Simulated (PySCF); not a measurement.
# CH3BFN (SMILES BN=CF): levels of theory compared

Aim: a comparison of 6 runs (HF/STO-3G, HF/3-21G, HF/def2-SVP, CAM-B3LYP/6-31G*, PBE0/def2-SVP, PBE/6-311G**) of CH3BFN. Input form: a Python script.

The results are computed with PySCF 2.14.0.

### Step 1. The system as given

The species is CH3BFN (7 atoms), meant as a singlet with charge 0. SMILES: `BN=CF`. The coordinates come from a PBE0-D4/def2-TZVP relaxation.

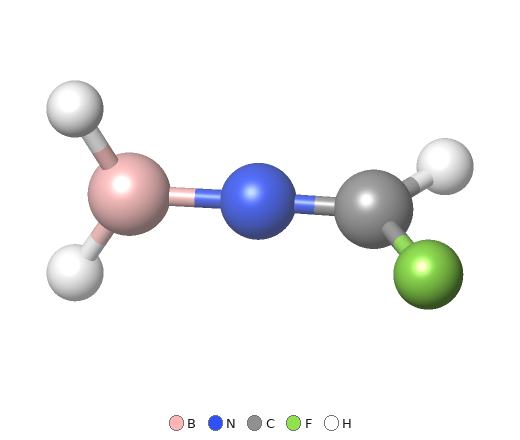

Viewed from a chosen angle; boron pink, nitrogen blue, carbon grey, fluorine green, hydrogen white.

### Step 2. Energy and forces at HF/STO-3G (run 1)

run.py

```python
import pyscf.grad
from pyscf import gto

molecule = gto.Mole()
molecule.atom = [
    ('B', (-0.480500, 1.089800, 0.570900)),
    ('N', (0.018600, -0.008400, -0.066500)),
    ('C', (0.466800, -1.006900, -0.611700)),
    ('F', (0.739900, -2.132000, 0.060700)),
    ('H', (0.284400, 1.897100, 1.009900)),
    ('H', (-1.666300, 1.214200, 0.659800)),
    ('H', (0.698200, -1.122000, -1.669000)),
]
molecule.basis = 'sto-3g'
molecule.max_memory = 1860
molecule.verbose = 4
molecule.build()

hf = molecule.RHF()
hf.conv_tol = 1e-10
hf.kernel()
if not hf.converged:
    hf = hf.newton().run(hf.mo_coeff, hf.mo_occ)

energy = hf.e_tot
print('Final energy', energy)
grad = hf.Gradients().kernel()
hf.analyze()
```

The run is started by

```console
$ OMP_NUM_THREADS=1 python run.py
```

Standard output:

```text
PySCF version 2.14.0

[... 61 lines left out ...]
converged SCF energy = -215.282707173421
[... 19 lines left out ...]
Two-electron Coulomb Energy =          208.239218514280736
[... 7 lines left out ...]
MO #5   energy= -1.54385376055958  occ= 2
[... 5 lines left out ...]
MO #11  energy= -0.541785940076713 occ= 2
[... 5 lines left out ...]
MO #17  energy= 0.300339606050115  occ= 0
[... 5 lines left out ...]
MO #23  energy= 1.16230491147694   occ= 0
[... 33 lines left out ...]
Dipole moment(X, Y, Z, Debye):  0.37920, -0.47350, -1.18370
```

It took 2.3 s on 1 thread of Intel Xeon at 2.50GHz (Skylake/Cascade Lake), shared host; peak memory 0.12 GiB.

### Step 3. Energy and forces at HF/3-21G (run 2)

input.py

```python
import pyscf.grad
from pyscf import gto

mol = gto.Mole()
mol.atom = '''
B     -0.480500     1.089800     0.570900
N      0.018600    -0.008400    -0.066500
C      0.466800    -1.006900    -0.611700
F      0.739900    -2.132000     0.060700
H      0.284400     1.897100     1.009900
H     -1.666300     1.214200     0.659800
H      0.698200    -1.122000    -1.669000
'''
mol.charge = 0
mol.basis = '3-21g'
mol.max_memory = 1860
mol.verbose = 4
mol.spin = 0
mol.build()

mf = mol.RHF()
mf.conv_tol = 1e-10
mf.kernel()
if not mf.converged:
    mf = mf.newton().run(mf.mo_coeff, mf.mo_occ)

e_tot = mf.e_tot
print('E = %.10f Eh' % e_tot)
grad = mf.Gradients().kernel()
mf.analyze()
```

The run is started by

```console
$ OMP_NUM_THREADS=1 python input.py
```

Standard output:

```text
PySCF version 2.14.0

[... 81 lines left out ...]
One-electron Energy =                 -497.894232977192132
[... 10 lines left out ...]
MO #6   energy= -1.25613826703523  occ= 2
[... 8 lines left out ...]
MO #15  energy= -0.424367891942969 occ= 2
[... 8 lines left out ...]
MO #24  energy= 0.596375743082399  occ= 0
[... 8 lines left out ...]
MO #33  energy= 1.44664826188035   occ= 0
[... 8 lines left out ...]
MO #42  energy= 4.00267249390315   occ= 0
[... 52 lines left out ...]
Dipole moment(X, Y, Z, Debye):  0.35144, -0.06003, -1.83173
```

It took 2.5 s on 1 thread of Intel Xeon at 2.50GHz (Skylake/Cascade Lake), shared host; peak memory 0.12 GiB.

Runs 3 to 5 aren't shown in full; the table further down has their settings and results.

### Step 4. Energy and gradient at PBE/6-311G(d,p) (run 6)

job.py

```python
# BN=CF
import pyscf.grad
from pyscf import gto, dft

mol = gto.M(
    atom='''
B     -0.908013     2.059424     1.078845
N      0.035149    -0.015874    -0.125667
C      0.882124    -1.902765    -1.155945
F      1.398208    -4.028896     0.114706
H      0.537438     3.584999     1.908434
H     -3.148851     2.294505     1.246841
H      1.319407    -2.120273    -3.153953
''',
    spin=0,
    charge=0,
    verbose=4,
    max_memory=1860,
    unit='bohr',
    basis='6-311g**',
)

ks = dft.RKS(mol, xc='pbe')
ks.grids.level = 5
ks.conv_tol = 1e-10
ks.kernel()
if not ks.converged:
    ks = ks.newton().run(ks.mo_coeff, ks.mo_occ)

e_final = ks.e_tot
print('E(%s) = %.9f' % ('PBE', e_final))
grad = ks.Gradients().kernel()
ks.analyze()
```

The run is started by

```console
$ OMP_NUM_THREADS=1 python job.py
```

Standard output:

```text
PySCF version 2.14.0

[... 109 lines left out ...]
MO #5   energy= -1.14773526074232  occ= 2
[... 16 lines left out ...]
MO #22  energy= 0.145972080370061  occ= 0
[... 16 lines left out ...]
MO #39  energy= 0.909736441312998  occ= 0
[... 16 lines left out ...]
MO #56  energy= 1.72796751252836   occ= 0
[... 16 lines left out ...]
MO #73  energy= 2.93735508709524   occ= 0
[... 16 lines left out ...]
MO #90  energy= 66.2399155794724   occ= 0
[... 100 lines left out ...]
Dipole moment(X, Y, Z, Debye):  0.41018, -0.41190, -1.47368
```

Run time: 39 s. Hardware: 1 thread of Intel Xeon at 2.50GHz (Skylake/Cascade Lake), shared host; peak memory 0.9 GiB.

### Step 5. Overview of the runs

| run | level | integration grid | energy (Eh) | dipole moment (D) | HOMO energy (eV) | LUMO energy (eV) | wall time |
| --- | --- | --- | --- | --- | --- | --- | --- |
| 1 | HF/STO-3G | – | -215.282707 | 1.33 | -9.63 | 7.54 | 2.3 s |
| 2 | HF/3-21G | – | -216.987524 | 1.87 | -11.55 | 3.77 | 2.5 s |
| 3 | HF/def2-SVP | – | -218.015175 | 1.78 | -11.70 | 3.32 | 7.2 s |
| 4 | CAM-B3LYP/6-31G* (spherical functions) | 5 | -219.256795 | 1.61 | -9.71 | 1.14 | 37 s |
| 5 | PBE0/def2-SVP | 5 | -218.944570 | 1.62 | -8.52 | -0.41 | 29 s |
| 6 | PBE/6-311G** | 5 | -219.159048 | 1.58 | -7.21 | -1.50 | 39 s |

### Step 6. What came out

| quantity | value |
| --- | --- |
| run 6: total energy | -219.15905 Eh |
| run 6: dipole moment | 1.58 D |
| run 6: HOMO energy | -7.21 eV |
| run 6: LUMO energy | -1.50 eV |
| run 6: HOMO–LUMO gap | 5.71 eV |
| run 6: largest force on an atom | 1.113 eV/Å |

In words: The dipole moment (its size) runs from 1.33 D (HF/STO-3G) to 1.87 D (HF/3-21G). The HOMO–LUMO gap runs from 5.71 eV (PBE/6-311G**) to 17.17 eV (HF/STO-3G). The two ends differ in method and basis. Totals of different functionals can't be ranked against each other. In run 1 the basis is minimal, so the values are rough. All runs together took 2 min, the longest 39 s.
